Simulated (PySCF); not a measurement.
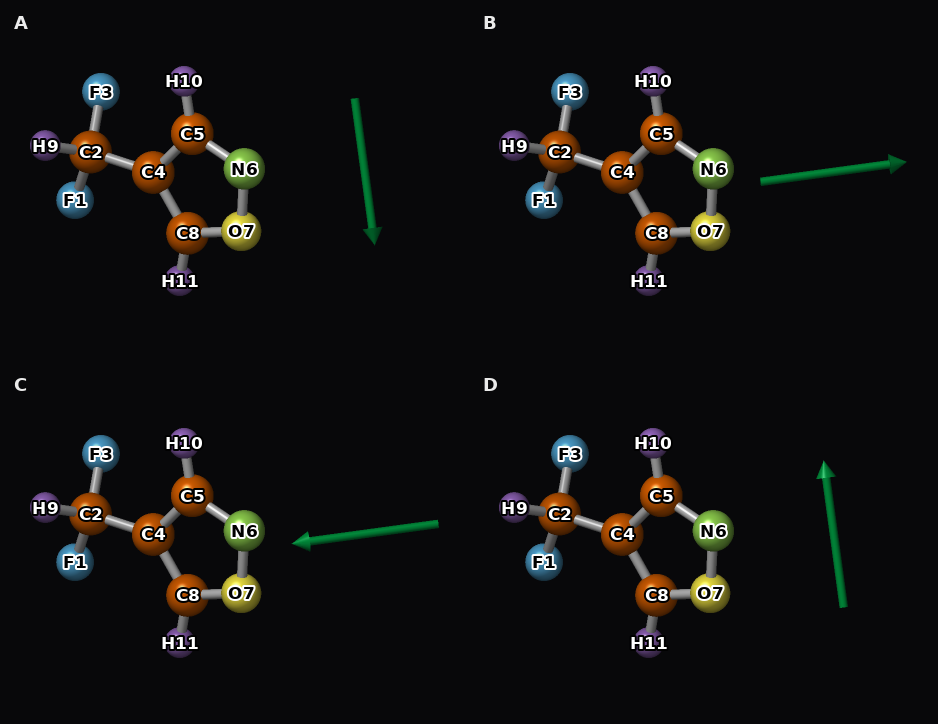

The same molecule four times, each with an arrow. Computed geometry: PBE0-D3(BJ)/def2-SVP optimisation. No frequency run is at hand to confirm it as a minimum. Properties computed with PBE0/pcSseg-1 in benzene (IEF-PCM) (PySCF 2.14.0).

Which arrow points along the dipole moment, from the negative to the positive end?

Answer. C. The dipole moment is 2.21 D; it points from the side of N6 to the side of H9 (the outermost atoms at the two ends).
